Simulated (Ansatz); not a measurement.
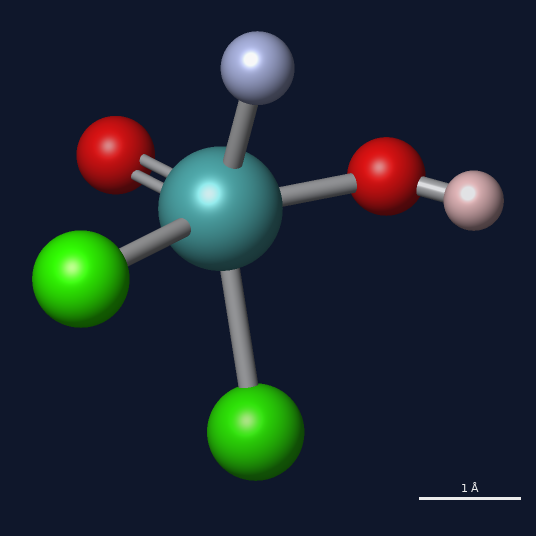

Ball-and-stick drawing of a structure. Double and triple bonds are drawn as two and three sticks. Colours: oxygen red, molybdenum teal, fluorine light blue, chlorine green, hydrogen pink.

Charge 0, singlet. The geometry was computed by an optimisation with PBE0-D4/def2-TZVP.

Question: What is the molecular formula?

Answer: Cl₂FHMoO₂, 7 atoms: 2 chlorine, 1 fluorine, 1 hydrogen, 1 molybdenum and 2 oxygen.

Question: Write the SMILES.

Answer: [O]=[Mo]([OH])([F])([Cl])[Cl]

Question: How many atoms are distinct by symmetry?

Answer: 7: 1 O, 1 Mo, 1 O, 1 F, 1 Cl, 1 Cl, 1 H.

More results for the same structure follow; atom numbers are the same in all pictures, views and colours differ.

Shape

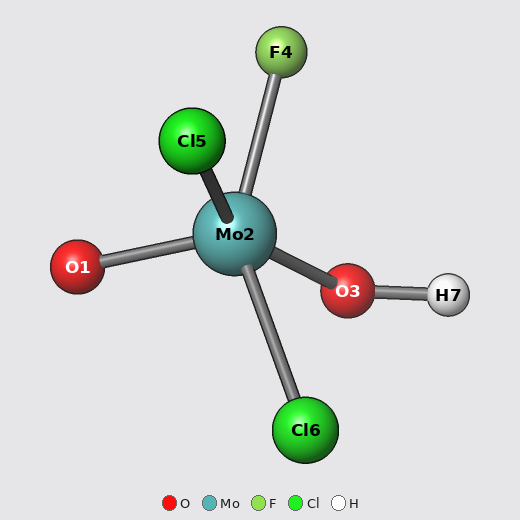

The atoms are numbered.

Question: What is the geometry at O3?

Answer: O3 has 2 neighbours (Mo2 at 1.85, H7 at 0.96 Å); the arrangement is bent.

Question: How are the neighbours of atom 2 arranged?

Answer: Mo2 has 5 neighbours (O1 at 1.64, O3 at 1.85, F4 at 1.85, Cl5 at 2.28, Cl6 at 2.29 Å); the arrangement is square pyramidal.

Charges

The questions are on Mulliken charges. Level of theory: RKS PBE0-D4/def2-TZVP, core potentials on Mo (Ansatz 0.2.0).

Give the Mulliken charges atom by atom.

| atom | value (e) |
| --- | --- |
| O1 | −0.42 |
| Mo2 | 1.59 |
| O3 | −0.58 |
| F4 | −0.41 |
| Cl5 | −0.26 |
| Cl6 | −0.29 |
| H7 | 0.36 |

Dipole moment

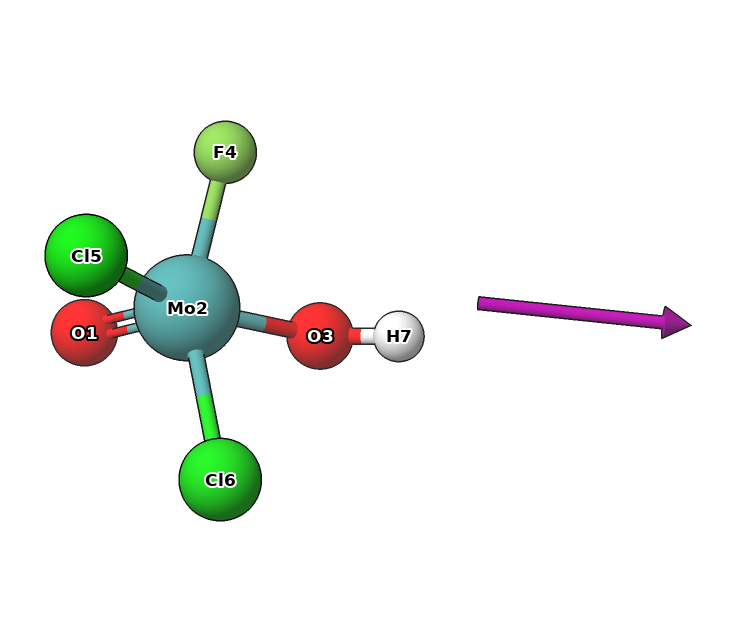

The arrow beside the molecule shows the direction of the dipole moment, from the negative to the positive end (its length means nothing). Properties computed with RKS PBE-D4/def2-TZVPP, core potentials on Mo (Ansatz 0.2.0).

Question: How large is the dipole moment?

Answer: 2.51 D; it points from the side of Cl5 to the side of H7 (the outermost atoms at the two ends).

Vibrations

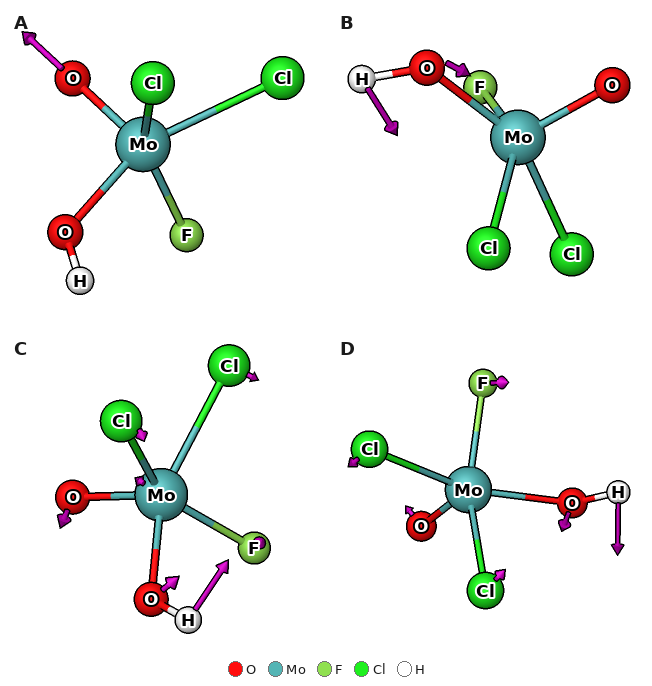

4 normal modes of one molecule or complex, as arrows. Harmonic vibrations computed with RKS PBE0-D4/def2-TZVP, core potentials on Mo (Ansatz 0.2.0) at a stationary point of the same level.

Question: Match the panels to the wavenumbers 66 cm⁻¹, 219 cm⁻¹, 746 cm⁻¹, 1115 cm⁻¹.

Answer: A: 1115 cm⁻¹, Mo–O stretching
B: 746 cm⁻¹
C: 219 cm⁻¹, Cl–Mo–O bending
D: 66 cm⁻¹, angle bending

Mulliken values depend strongly on the basis set and can even reverse the polarity of a bond.
